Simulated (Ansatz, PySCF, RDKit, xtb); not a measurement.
# C6H9B: which of the isomers drawn lies lowest?, part 2 of 2

Which of a sample of isomers of C6H9B is the most stable in the gas at 298.15 K, and what are its properties? The sample is small against all isomers, and the most stable one of this formula need not be in it.

xtb, Ansatz and PySCF; isolated molecules. Earlier steps stand in the parts before.

### Step 11. c637a at CCSD(T)/def2-SVP

File input.yaml:

```yaml
basis:
  gaussian: {orbitals: def2-SVP}
crystal:
  periodic: [false, false, false]
  atoms:
    - {symbol: C, position_ang: [0.126987, 0.932607, 0.488824]}
    - {symbol: C, position_ang: [1.205638, 0.190344, 0.098851]}
    - {symbol: C, position_ang: [1.076364, -0.964819, -0.853203]}
    - {symbol: C, position_ang: [-0.289270, -1.661216, -0.747750]}
    - {symbol: C, position_ang: [-1.413651, -0.663868, -0.600283]}
    - {symbol: C, position_ang: [-1.204482, 0.531404, -0.020517]}
    - {symbol: B, position_ang: [0.349800, 2.154560, 1.396402]}
    - {symbol: H, position_ang: [1.461433, 2.401939, 1.800991]}
    - {symbol: H, position_ang: [-0.564178, 2.881050, 1.710122]}
    - {symbol: H, position_ang: [2.206539, 0.475304, 0.440063]}
    - {symbol: H, position_ang: [1.900213, -1.683560, -0.716886]}
    - {symbol: H, position_ang: [1.205616, -0.553670, -1.877224]}
    - {symbol: H, position_ang: [-0.449983, -2.309187, -1.624168]}
    - {symbol: H, position_ang: [-0.298309, -2.338945, 0.130463]}
    - {symbol: H, position_ang: [-2.417841, -0.957336, -0.922374]}
    - {symbol: H, position_ang: [-2.035668, 1.228431, 0.121365]}
magnetization: {spin_polarized: false, initial_magnetization: 0}
correlation: {method: ccsd_t, frozen_orbitals: {C: 1, H: 0, B: 1}}
```

Launch:

```bash
ansatz run input.yaml --threads 2 --pin off --max-ram 5220MiB --events-out events.jsonl --progress --plain --runs-dir runs
```

Log, cut to the lines that bear on the results:

```text
Warning: RAYON_NUM_THREADS=2 ignored (pool sized by the plan → 2); use --threads N
Functional definition: HF
  name "HF"
[...]
1489 factors; integrals over basis functions are off by at most 1.2e-3 eV
[...]
mean field -6990.67395455 eV, -256.9025293806 hartree, gradient 7.3e-6 eV, S^2 0.000000; 0 other end points of the search recorded, 0 dependent functions left out; unrestricted orbitals would lower it
[...]
7 core orbitals not correlated: weight in the atoms' cores, before any rotation towards them, 1.000 or more for the frozen orbitals, at most 0.000 for the correlated occupied ones
reference -6990.67395455 eV, -256.9025293806 hartree; 18, 18 occupied and 118, 118 virtual orbitals, 1489 factors
second order -23.97840494 eV of doubles, -0.00000000 eV of singles
cycle   1  -24.99617923 eV  change    -1.0e0 eV  update   1.1e-1
[...]
cycle  10  -25.85193404 eV  change    2.7e-5 eV  update   2.2e-5
perturbative correction -1.01192603 eV, -0.0371875957 hartree
Total energy: -7017.53781462 eV, -257.8897580292 hartree
```

Run time: 16 s. Hardware: 2 threads of Intel Xeon 6975P-C (Granite Rapids), shared host; peak memory 1.3 GiB.

For c328a, c637a, c945a the log finds that unrestricted Hartree-Fock orbitals lie lower, a sign to watch the closed-shell reference there.

### Step 12. Free energies and the winner

Energies in kcal/mol from c328a; G adds the thermal terms to the CCSD(T)/def2-SVP + MP2/def2-TZVPP - MP2/def2-SVP energy. The columns left of the relaxed level are at the tight-binding geometries.

```csv
label,SMILES,spin,GFN2-xTB,HF/STO-3G,r2SCAN-D4/def2-SVP,B3LYP/def2-SVP,HF/def2-SVP,MP2/def2-SVP,CCSD(T)/def2-SVP + MP2/def2-TZVPP - MP2/def2-SVP,G,share at equilibrium,T1
c328a,BC1=CC=CCC1,singlet,0.0,0.0,0.0,0.0,0.0,0.0,0.0,0.0,83.3 %,0.011
c637a,BC1=CCCC=C1,singlet,1.7,0.0,2.2,1.7,0.4,1.6,1.1,1.0,16.7 %,0.011
c945a,B[C@@H]1C=CC=CC1,singlet,7.2,10.0,11.0,10.6,9.7,10.2,9.2,8.4,< 0.1 %,0.011
```

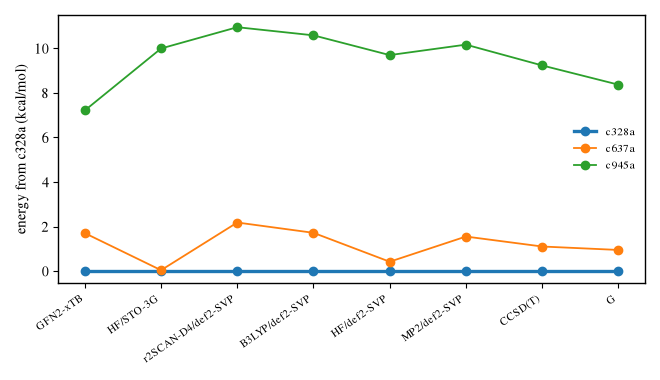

The finalists at each level, measured from c328a.

Lowest found: c328a, `BC1=CC=CCC1`, a singlet. Bond lengths: C1–C2 1.370 Å, C2–C3 1.456 Å, C3–C4 1.351 Å, C4–C5 1.506 Å, C1–C6 1.523 Å, C5–C6 1.535 Å, C1–B7 1.533 Å, B7–H8 1.210 Å, B7–H9 1.209 Å, C2–H10 1.095 Å, C3–H11 1.094 Å, C4–H12 1.095 Å, C5–H13 1.102 Å, C5–H14 1.110 Å, C6–H15 1.109 Å, C6–H16 1.101 Å. Some angles: C1–C2–C3 122.6°, C2–C1–C6 116.9°, C2–C1–B7 119.3°, C6–C1–B7 123.7°, C2–C3–C4 120.0°, C3–C4–C5 120.7°, C4–C5–C6 111.6°, C1–C6–C5 113.1°, C1–C2–H10 119.2°, C3–C2–H10 118.1°.

```xyz
16

C     0.1027    0.8342    0.4511
C     1.3217    0.4659   -0.0532
C     1.4818   -0.6338   -0.9941
C     0.4783   -1.5206   -1.1745
C    -0.8113   -1.3866   -0.4089
C    -1.1145    0.0782   -0.0660
B     0.0201    2.0088    1.4333
H    -1.0403    2.3913    1.8729
H     1.0340    2.5692    1.7803
H     2.2163    1.0166    0.2545
H     2.4398   -0.7629   -1.5057
H     0.6178   -2.3852   -1.8319
H    -1.6463   -1.8337   -0.9722
H    -0.7222   -1.9893    0.5195
H    -1.4716    0.5932   -0.9806
H    -1.9445    0.1387    0.6545
```

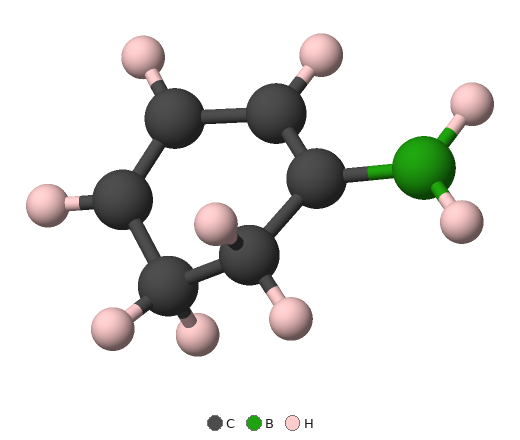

The lowest structure found, seen from a chosen angle (carbon dark grey, boron green, hydrogen pink).

### Step 13. Density, orbitals and dipole (PBE0/def2-SVPD)

File input.yaml:

```yaml
crystal:
  periodic: [false, false, false]
  atoms:
    - {symbol: C, position_ang: [0.102664, 0.834239, 0.451147]}
    - {symbol: C, position_ang: [1.321731, 0.465860, -0.053230]}
    - {symbol: C, position_ang: [1.481836, -0.633801, -0.994129]}
    - {symbol: C, position_ang: [0.478297, -1.520602, -1.174478]}
    - {symbol: C, position_ang: [-0.811288, -1.386637, -0.408932]}
    - {symbol: C, position_ang: [-1.114477, 0.078218, -0.065953]}
    - {symbol: B, position_ang: [0.020093, 2.008761, 1.433292]}
    - {symbol: H, position_ang: [-1.040263, 2.391347, 1.872887]}
    - {symbol: H, position_ang: [1.034040, 2.569214, 1.780339]}
    - {symbol: H, position_ang: [2.216350, 1.016645, 0.254530]}
    - {symbol: H, position_ang: [2.439784, -0.762908, -1.505708]}
    - {symbol: H, position_ang: [0.617760, -2.385171, -1.831899]}
    - {symbol: H, position_ang: [-1.646298, -1.833731, -0.972180]}
    - {symbol: H, position_ang: [-0.722155, -1.989301, 0.519480]}
    - {symbol: H, position_ang: [-1.471609, 0.593175, -0.980610]}
    - {symbol: H, position_ang: [-1.944487, 0.138687, 0.654524]}
basis:
  gaussian:
    orbitals: def2-SVPD
hamiltonian:
  xc: pbe0
output: {forces: true, orbitals: {seedname: orbitals}}
```

Launch:

```bash
ansatz run input.yaml --threads 2 --pin off --max-ram 5220MiB --events-out events.jsonl --progress --plain --runs-dir runs
```

Log, cut to the lines that bear on the results:

```text
Warning: RAYON_NUM_THREADS=2 ignored (pool sized by the plan → 2); use --threads N
Functional definition: PBE0
  name "PBE0"
[...]
1749 factors; their error is unknown
[...]
mean field -7030.35096050 eV, -258.3606324553 hartree, gradient 1.9e-5 eV, S^2 0.000000; 0 other end points of the search recorded, 0 dependent functions left out
[...]
reference -7030.35099882 eV, -258.3606338638 hartree; 25, 25 occupied and 187, 187 virtual orbitals, 1749 factors
Total energy: -7030.35099882 eV, -258.3606338638 hartree
Atom 0 at     0.102664     0.834239     0.451147 Å, force    -0.043274    -0.183263    -0.126633 eV/Å
Atom 1 at     1.321731     0.465860    -0.053230 Å, force    -0.129283    -0.022854    -0.000072 eV/Å
Atom 2 at     1.481836    -0.633801    -0.994129 Å, force    -0.110342    -0.010959     0.041694 eV/Å
Atom 3 at     0.478297    -1.520602    -1.174478 Å, force    -0.057045     0.115611     0.113881 eV/Å
[...]
Atom 6 at     0.020093     2.008761     1.433292 Å, force     0.027306    -0.029856    -0.032641 eV/Å
Atom 7 at    -1.040263     2.391347     1.872887 Å, force     0.009124    -0.014645    -0.011656 eV/Å
Atom 8 at     1.034040     2.569214     1.780339 Å, force    -0.005873    -0.017054    -0.017582 eV/Å
Atom 9 at     2.216350     1.016645     0.254530 Å, force    -0.043641    -0.018071     0.010277 eV/Å
Atom 10 at     2.439784    -0.762908    -1.505708 Å, force    -0.061959     0.003302     0.016010 eV/Å
Atom 11 at     0.617760    -2.385171    -1.831899 Å, force     0.002739     0.053052     0.041466 eV/Å
Atom 12 at    -1.646298    -1.833731    -0.972180 Å, force     0.062983     0.041645     0.022839 eV/Å
Atom 13 at    -0.722155    -1.989301     0.519480 Å, force     0.006400     0.049668    -0.074277 eV/Å
Atom 14 at    -1.471609     0.593175    -0.980610 Å, force     0.038046    -0.025112     0.065456 eV/Å
Atom 15 at    -1.944487     0.138687     0.654524 Å, force     0.068602    -0.002425    -0.023229 eV/Å
Dipole moment:     0.014650    -0.398661    -0.281026 e Å
```

Wall time 7.8 s (2 threads of Intel Xeon 6975P-C (Granite Rapids), shared host); peak memory 0.66 GiB.

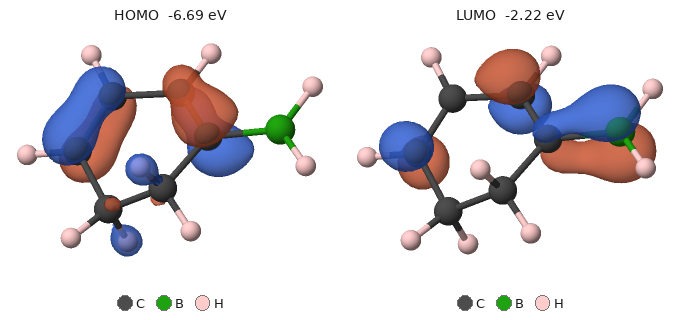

Frontier orbitals of this run, surfaces at ±0.2 Å^-3/2.

### Step 14. Electronic excitations (TD-PBE0/def2-SVPD)

An in-house driver calls PySCF's response routines at TD-PBE0/def2-SVPD; it has no typed input.

Log:

```text
coarse grid: 13184 points
cycle   1  E = -258.2833623118  dE =  6.699e-01  |g| = 3.304e-01  |ddm| = 8.580e+00
cycle   2  E = -258.2716723140  dE =  1.169e-02  |g| = 4.013e-01  |ddm| = 2.206e+00
cycle   3  E = -258.3166184840  dE = -4.495e-02  |g| = 9.427e-02  |ddm| = 1.103e+00
cycle   4  E = -258.3186789636  dE = -2.060e-03  |g| = 3.732e-02  |ddm| = 2.635e-01
cycle   5  E = -258.3190376523  dE = -3.587e-04  |g| = 1.013e-02  |ddm| = 1.230e-01
cycle   6  E = -258.3190692070  dE = -3.155e-05  |g| = 2.120e-03  |ddm| = 3.304e-02
cycle   7  E = -258.3190703942  dE = -1.187e-06  |g| = 7.485e-04  |ddm| = 5.885e-03
final grid: 126808 points
cycle   8  E = -258.3606806249  dE = -3.143e-05  |g| = 6.869e-03  |ddm| = 1.758e-01
cycle   9  E = -258.3606735046  dE =  7.120e-06  |g| = 8.635e-03  |ddm| = 4.326e-02
cycle  10  E = -258.3606940245  dE = -2.052e-05  |g| = 9.415e-04  |ddm| = 2.262e-02
cycle  11  E = -258.3606942554  dE = -2.309e-07  |g| = 3.723e-04  |ddm| = 3.054e-03
cycle  12  E = -258.3606942934  dE = -3.802e-08  |g| = 7.716e-05  |ddm| = 9.060e-04
cycle  13  E = -258.3606942949  dE = -1.475e-09  |g| = 2.288e-05  |ddm| = 2.360e-04
cycle  14  E = -258.3606942950  dE = -1.170e-10  |g| = 8.435e-06  |ddm| = 6.944e-05
converged SCF energy = -258.3606942950

Static polarisability (au): isotropic 89.798, principal 59.108 88.713 121.573

Singlet excitations
state   eV       nm        f      main configurations
  1   3.9034    317.6   0.25083   H->L 0.98
  2   4.8814    254.0   0.00070   H-1->L 0.97
  3   5.0305    246.5   0.00036   H-2->L 0.96
  4   5.8350    212.5   0.00942   H->L+1 0.54, H-3->L 0.41
  5   5.9600    208.0   0.00269   H-4->L 0.88, H->L+1 0.08
  6   6.2147    199.5   0.00762   H->L+2 0.82
  7   6.3611    194.9   0.06837   H-3->L 0.41, H->L+1 0.27, H->L+2 0.16
  8   6.8078    182.1   0.00715   H-5->L 0.55, H-6->L 0.26, H-1->L+1 0.13

Triplet excitations (Tamm-Dancoff, eV): 2.2276 4.2865 4.4822
```

It took 22 s on 2 threads of Intel Xeon 6975P-C (Granite Rapids), shared host; peak memory 1.1 GiB.

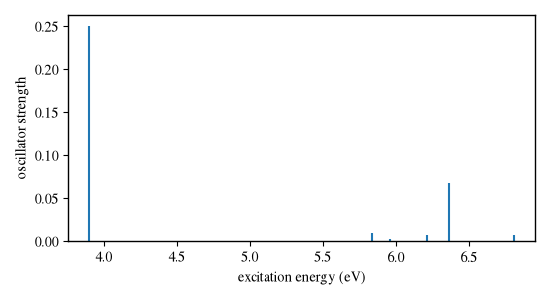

Vertical excitations as sticks.

The roots found:

```csv
excited state,energy (eV),strength
1,3.903,0.2508
2,4.881,0.0007
3,5.030,0.0004
4,5.835,0.0094
5,5.960,0.0027
6,6.215,0.0076
7,6.361,0.0684
8,6.808,0.0072
```

### Step 15. NMR shieldings (GIAO PBE0/pcSseg-1)

An in-house driver calls PySCF's response routines at GIAO PBE0/pcSseg-1; it has no typed input.

Log:

```text
coarse grid: 13184 points
cycle   1  E = -258.4204517278  dE =  7.335e-01  |g| = 3.396e-01  |ddm| = 3.561e+00
cycle   2  E = -258.4101737130  dE =  1.028e-02  |g| = 4.048e-01  |ddm| = 8.384e-01
cycle   3  E = -258.4548102913  dE = -4.464e-02  |g| = 9.762e-02  |ddm| = 5.084e-01
cycle   4  E = -258.4570166534  dE = -2.206e-03  |g| = 3.556e-02  |ddm| = 1.075e-01
cycle   5  E = -258.4573326797  dE = -3.160e-04  |g| = 9.851e-03  |ddm| = 4.420e-02
cycle   6  E = -258.4573615668  dE = -2.889e-05  |g| = 2.179e-03  |ddm| = 1.248e-02
cycle   7  E = -258.4573627829  dE = -1.216e-06  |g| = 7.804e-04  |ddm| = 2.207e-03
final grid: 126808 points
cycle   8  E = -258.4996130759  dE = -3.001e-05  |g| = 7.178e-03  |ddm| = 3.150e-02
cycle   9  E = -258.4996066282  dE =  6.448e-06  |g| = 8.824e-03  |ddm| = 1.535e-02
cycle  10  E = -258.4996273340  dE = -2.071e-05  |g| = 9.492e-04  |ddm| = 8.600e-03
cycle  11  E = -258.4996275637  dE = -2.297e-07  |g| = 3.762e-04  |ddm| = 1.273e-03
cycle  12  E = -258.4996276012  dE = -3.749e-08  |g| = 7.926e-05  |ddm| = 3.998e-04
cycle  13  E = -258.4996276028  dE = -1.559e-09  |g| = 1.941e-05  |ddm| = 7.651e-05
cycle  14  E = -258.4996276029  dE = -7.719e-11  |g| = 7.525e-06  |ddm| = 2.448e-05
converged SCF energy = -258.4996276029

GIAO shielding tensors (ppm)
atom      isotropic    diamagn.    paramagn.     s11        s22        s33       span
  0 C       32.259     254.593    -222.334    -75.218     -6.150    178.147    253.365
  1 C       19.163     253.589    -234.426    -93.105      5.919    144.675    237.780
  2 C       49.834     253.629    -203.795    -68.434     57.699    160.239    228.673
  3 C       33.988     255.753    -221.765    -78.045     23.004    157.006    235.051
  4 C      156.998     246.876     -89.878    142.452    159.617    168.924     26.473
  5 C      155.713     245.789     -90.076    144.630    152.333    170.175     25.545
  6 B       30.020     192.288    -162.268    -16.556     -8.398    115.012    131.568
  7 H       24.611      29.160      -4.550     19.550     26.651     27.631      8.081
  8 H       24.719      29.076      -4.357     19.624     26.981     27.553      7.929
  9 H       24.098      31.704      -7.606     22.300     23.179     26.815      4.515
 10 H       24.794      29.599      -4.805     23.151     23.697     27.534      4.383
 11 H       24.692      29.383      -4.691     23.267     23.917     26.891      3.624
 12 H       29.036      29.159      -0.123     24.976     27.658     34.473      9.496
 13 H       28.914      29.326      -0.412     24.872     27.311     34.559      9.687
 14 H       28.753      29.895      -1.142     24.901     27.218     34.138      9.237
 15 H       28.642      30.664      -2.022     24.549     27.140     34.238      9.689
```

Run time: 13 s. Hardware: 2 threads of Intel Xeon 6975P-C (Granite Rapids), shared host; peak memory 1.1 GiB.

Isotropic shieldings, averaged over atoms that the bond graph makes equivalent (absolute, not shifts):

```csv
atoms,shielding (ppm)
C1,32.3
C2,19.2
C3,49.8
C4,34.0
C5,157.0
C6,155.7
B7,30.0
"H8, H9",24.66
H10,24.10
H11,24.79
H12,24.69
"H13, H14",28.97
"H15, H16",28.70
```

### Step 16. The cation at the same geometry (PBE0/def2-SVPD)

input.yaml, as its differences from that of step 13:

```diff
@@ -20,6 +20,5 @@
 basis:
-  gaussian:
-    orbitals: def2-SVPD
-hamiltonian:
-  xc: pbe0
-output: {forces: true, orbitals: {seedname: orbitals}}
+  gaussian: {orbitals: def2-SVPD}
+total_charge: 1
+magnetization: {spin_polarized: true, initial_magnetization: 1}
+hamiltonian: {xc: pbe0}
```

Launch:

```bash
ansatz run input.yaml --threads 2 --pin off --max-ram 5220MiB --events-out events.jsonl --progress --plain --runs-dir runs
```

Log:

```text
Warning: RAYON_NUM_THREADS=2 ignored (pool sized by the plan → 2); use --threads N
Functional definition: PBE0
  name "PBE0"
  parameter a = 0.25
  parameter kappa = 0.804
  parameter beta = 0.06672455060314922
  exchange = (1 - a)*pbe_x(kappa = kappa, mu = beta*pi^2/3) + a*exact_x
  correlation = pbe_c(beta = beta)
1749 factors; their error is unknown
mean field evaluation 1: about -7012.2333 eV, gradient 4.3e1 eV
mean field evaluation 2: about -7010.0303 eV, gradient 4.8e1 eV
mean field evaluation 4: about -7021.8725 eV, gradient 3.1e0 eV
mean field evaluation 8: about -7021.9239 eV, gradient 1.3e-1 eV
mean field evaluation 16: about -7021.8594 eV, gradient 2.1e-3 eV
mean field -7021.85941793 eV, -258.0485740216 hartree, gradient 8.6e-5 eV, S^2 0.765085; 0 other end points of the search recorded, 0 dependent functions left out
reference -7021.85945401 eV, -258.0485753475 hartree; 25, 24 occupied and 187, 188 virtual orbitals, 1749 factors
Total energy: -7021.85945401 eV, -258.0485753475 hartree
```

Run time: 9.9 s. Hardware: 2 threads of Intel Xeon 6975P-C (Granite Rapids), shared host; peak memory 0.8 GiB.

Difference from the parent: 8.49 eV.

### Step 17. The anion at the same geometry (PBE0/def2-SVPD)

input.yaml, as its differences from that of step 16:

```diff
@@ -20,5 +20,11 @@
 basis:
-  gaussian: {orbitals: def2-SVPD}
-total_charge: 1
-magnetization: {spin_polarized: true, initial_magnetization: 1}
-hamiltonian: {xc: pbe0}
+  gaussian:
+    orbitals: def2-SVPD
+hamiltonian:
+  xc: pbe0
+total_charge: -1
+scf:
+  lower_state_search: "off"
+magnetization:
+  spin_polarized: true
+  initial_magnetization: 1
```

Launch:

```bash
ansatz run input.yaml --threads 2 --pin off --max-ram 5220MiB --events-out events.jsonl --progress --plain --runs-dir runs
```

Log, cut to the lines that bear on the results:

```text
Warning: RAYON_NUM_THREADS=2 ignored (pool sized by the plan → 2); use --threads N
Functional definition: PBE0
  name "PBE0"
[...]
1749 factors; their error is unknown
[...]
mean field -7030.93062506 eV, -258.3819347352 hartree, gradient 4.1e-6 eV, S^2 0.776943; 0 other end points of the search recorded, 0 dependent functions left out
reference -7030.93066753 eV, -258.3819362956 hartree; 26, 25 occupied and 186, 187 virtual orbitals, 1749 factors
Total energy: -7030.93066753 eV, -258.3819362956 hartree
Checks for a lower state left out: stability, starts, cluster_reference, orbital_swaps, neighbouring_geometries, increment
```

It took 6.6 s on 2 threads of Intel Xeon 6975P-C (Granite Rapids), shared host; peak memory 0.74 GiB.

Parent less the species with the added electron: 0.58 eV.

### Step 18. The triplet at the same geometry (PBE0/def2-SVPD)

File input.yaml:

```yaml
crystal:
  periodic: [false, false, false]
  atoms:
    - symbol: C
      position_ang: [0.102664, 0.834239, 0.451147]
    - symbol: C
      position_ang: [1.321731, 0.465860, -0.053230]
    - symbol: C
      position_ang: [1.481836, -0.633801, -0.994129]
    - symbol: C
      position_ang: [0.478297, -1.520602, -1.174478]
    - symbol: C
      position_ang: [-0.811288, -1.386637, -0.408932]
    - symbol: C
      position_ang: [-1.114477, 0.078218, -0.065953]
    - symbol: B
      position_ang: [0.020093, 2.008761, 1.433292]
    - symbol: H
      position_ang: [-1.040263, 2.391347, 1.872887]
    - symbol: H
      position_ang: [1.034040, 2.569214, 1.780339]
    - symbol: H
      position_ang: [2.216350, 1.016645, 0.254530]
    - symbol: H
      position_ang: [2.439784, -0.762908, -1.505708]
    - symbol: H
      position_ang: [0.617760, -2.385171, -1.831899]
    - symbol: H
      position_ang: [-1.646298, -1.833731, -0.972180]
    - symbol: H
      position_ang: [-0.722155, -1.989301, 0.519480]
    - symbol: H
      position_ang: [-1.471609, 0.593175, -0.980610]
    - symbol: H
      position_ang: [-1.944487, 0.138687, 0.654524]
basis:
  gaussian:
    orbitals: def2-SVPD
magnetization:
  spin_polarized: true
  initial_magnetization: 2
hamiltonian:
  xc: pbe0
```

Launch:

```bash
ansatz run input.yaml --threads 2 --pin off --max-ram 5220MiB --events-out events.jsonl --progress --plain --runs-dir runs
```

Log:

```text
Warning: RAYON_NUM_THREADS=2 ignored (pool sized by the plan → 2); use --threads N
Functional definition: PBE0
  name "PBE0"
  parameter a = 0.25
  parameter kappa = 0.804
  parameter beta = 0.06672455060314922
  exchange = (1 - a)*pbe_x(kappa = kappa, mu = beta*pi^2/3) + a*exact_x
  correlation = pbe_c(beta = beta)
1749 factors; their error is unknown
mean field evaluation 1: about -7021.3811 eV, gradient 3.5e1 eV
mean field evaluation 2: about -7019.2869 eV, gradient 4.1e1 eV
mean field evaluation 4: about -7028.0499 eV, gradient 4.1e0 eV
mean field evaluation 8: about -7028.1421 eV, gradient 2.1e-1 eV
mean field evaluation 16: about -7028.0832 eV, gradient 3.7e-3 eV
mean field -7028.08322222 eV, -258.2772946106 hartree, gradient 7.5e-5 eV, S^2 2.014171; 2 other end points of the search recorded, 0 dependent functions left out
reference -7028.08326086 eV, -258.2772960308 hartree; 26, 24 occupied and 186, 188 virtual orbitals, 1749 factors
Total energy: -7028.08326086 eV, -258.2772960308 hartree
```

Run time: 9.9 s. Hardware: 2 threads of Intel Xeon 6975P-C (Granite Rapids), shared host; peak memory 0.81 GiB.

It lies 2.27 eV above the singlet.

### Step 19. Summary of results

This closing draws on all 2 parts.

| quantity | value |
| --- | --- |
| lowest structure found | BC1=CC=CCC1, singlet |
| next finalist | BC1=CCCC=C1, singlet, 0.9 kcal/mol higher in G |
| share at equilibrium, among the finalists | 83.3 % |
| funnel | 3 starts, 3 minima at GFN2-xTB, 6 screening runs, 3 relaxed, 3 ranked |
| CPU time of all runs | 8.8 min |
| dipole moment (PBE0/def2-SVPD) | 2.34 D |
| HOMO energy (PBE0/def2-SVPD) | -6.69 eV |
| LUMO energy (PBE0/def2-SVPD) | -2.22 eV |
| HOMO–LUMO gap (PBE0/def2-SVPD) | 4.46 eV |
| lowest excitation (TD-PBE0/def2-SVPD) | 3.90 eV (f = 0.251) |
| lowest triplet excitation, same level, Tamm-Dancoff | 2.23 eV |
| vertical ionisation energy | 8.49 eV |
| vertical electron affinity | 0.58 eV |
| vertical triplet less singlet | +2.27 eV |

What this shows: The lowest structure found is `BC1=CC=CCC1`. Its margin of 0.9 kcal/mol is inside the likely error of CCSD(T)/def2-SVP + MP2/def2-TZVPP - MP2/def2-SVP with harmonic terms (about 1.5 kcal/mol), so the order of the first two is not settled. GFN2-xTB, HF/STO-3G, r2SCAN-D4/def2-SVP, B3LYP/def2-SVP, HF/def2-SVP and MP2/def2-SVP already put its bonding pattern lowest among the structures in one piece. The largest share of the time went into the final energies (36 %). The search is not exhaustive (a finite list of starts, one conformer a finalist), so a lower isomer can't be ruled out. Only 3 drawn patterns were tried, so whole families of isomers are missing, and the result ranks this sample alone.
